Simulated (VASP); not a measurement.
Band structure of Cu3Au (L1_2). Computed with PBE GGA with D3 dispersion (zero damping), VASP's PBE PAW potentials (set 64) (plane waves; VASP 6.6.1).

Unless said otherwise, spin-orbit coupling is left out, though it shifts the bands of the heavy elements here.

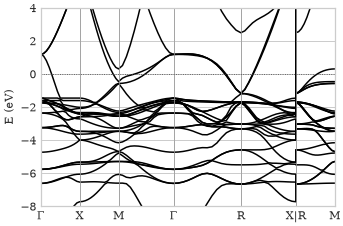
*Bands along high-symmetry lines, zero at the valence-band maximum or, without a gap, the Fermi level*

Question: Read the plot: is there a gap, and where are the band edges?

Answer: It has no gap at this level: it comes out as a metal or semimetal. (Edges off the drawn lines would not show.)

The compound is Cu3Au in the L1_2 structure. It was relaxed first.
